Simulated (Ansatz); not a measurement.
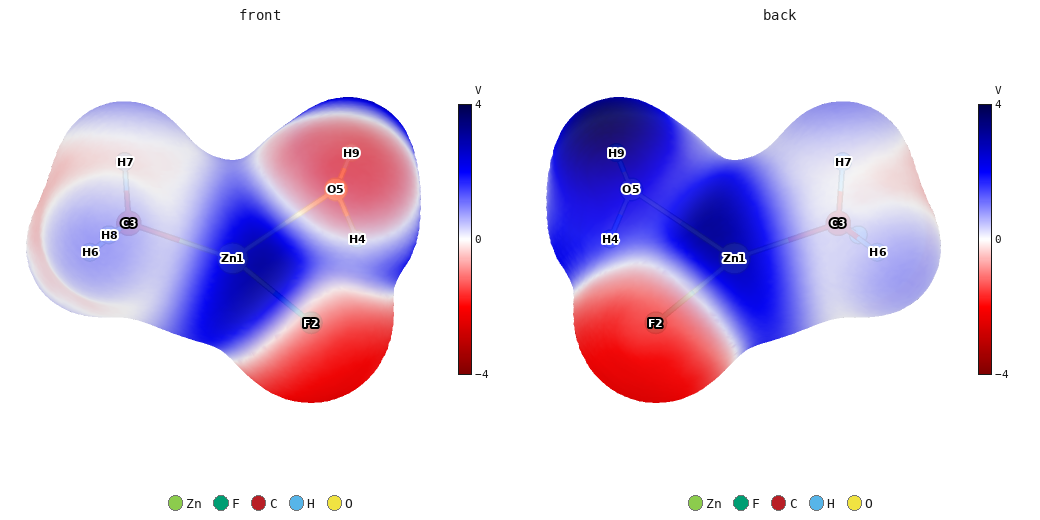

Figure 1: CH5FOZn. The electrostatic potential painted on the density surface at 0.004 e/bohr³, seen from the front and from behind; red is negative and blue positive.

Level of theory: Ansatz, RKS PBE0-D4/def2-SVP.

The calculation's input:

```
crystal:
  periodic: [false, false, false]
  atoms:
    - { symbol: Zn, position_ang: [-0.272298, -0.433185, 0.694826] }
    - { symbol: F, position_ang: [-0.913236, -1.991406, 0.116908] }
    - { symbol: C, position_ang: [0.370942, 1.206159, 1.464769] }
    - { symbol: H, position_ang: [-0.130704, -1.732546, -1.893892] }
    - { symbol: O, position_ang: [0.130215, -0.953448, -2.406883] }
    - { symbol: H, position_ang: [-0.269439, 1.52357, 2.301699] }
    - { symbol: H, position_ang: [0.384714, 2.008465, 0.71188] }
    - { symbol: H, position_ang: [1.395874, 1.074208, 1.844252] }
    - { symbol: H, position_ang: [-0.695969, -0.701818, -2.833461] }
basis:
  gaussian: { orbitals: def2-SVP }
hamiltonian:
  xc: pbe0
  dispersion: d4
relax:
  f_tol: 0.03
  max_steps: 50
output:
  orbitals: {}
```

Launched as:

```sh
ansatz run input.yaml --threads 2 --pin off --max-ram 3072MiB --backend cpu --events-out ev --progress --plain --runs-dir out
```

The fields are those of the run's last geometry, not of the input's.

Question: Describe the electrostatic potential map.

Answer: The most negative region (about −2.3 V) lies over F2, the most positive (about +3.7 V) over H9.
